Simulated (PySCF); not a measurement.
[ReNCl4]2- (Cl4NRe, charge −2).

Level of theory: PBE/def2-SVPD (PySCF), at a geometry from GFN2-xTB. Core potentials replace the inner electrons of Re; spin–orbit coupling isn't included. The highest occupied orbitals have positive energy: in the gas phase this ion holds its electrons only through the finite basis. This is a single-reference result, which may miss multireference character in this system. No frequency check shows the geometry to be a minimum. GFN2-xTB bond lengths at metals and heavier atoms can be off by up to 0.1 Å and shapes distorted, which carries into these values.

Geometry (Å), atoms numbered from 1:

```
Re1     -0.0002   -0.0000    0.1654
N2      -0.0008    0.0001    1.8921
Cl3      2.2944   -0.0956   -0.3770
Cl4      0.0959    2.2941   -0.3772
Cl5     -2.2938    0.0956   -0.3775
Cl6     -0.0953   -2.2941   -0.3772
```

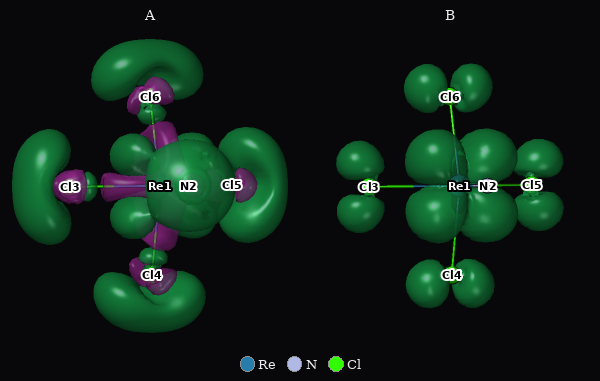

The Fukui function f⁻ from two separate SCF calculations and the density of the HOMO, at ±0.008 e/Å³ (green positive, purple negative).

Question: Which panel is which, and how good is the frozen-orbital picture?

Answer: A is f⁻ (it has negative regions), B the HOMO density. The HOMO lies on Re1 (65 %) and Cl3, Cl4, Cl5 and Cl6 (8 % each); f⁻ (Hirshfeld-condensed) is largest on Re1 (0.21), Cl3, Cl4, Cl5 and Cl6 (0.17 each) and N2 (0.12); the vertical detachment energy is −1.86 eV (the stability of the anion's solution wasn't checked). Relaxation shifts 44 % of the electron between atoms. The orbital energy is 4.41 eV.

Cost of the run: 2.7 min on 1 thread of Intel(R) Xeon(R) Processor @ 2.50GHz (Skylake/Cascade Lake) (shared host), peak memory 0.61 GiB.
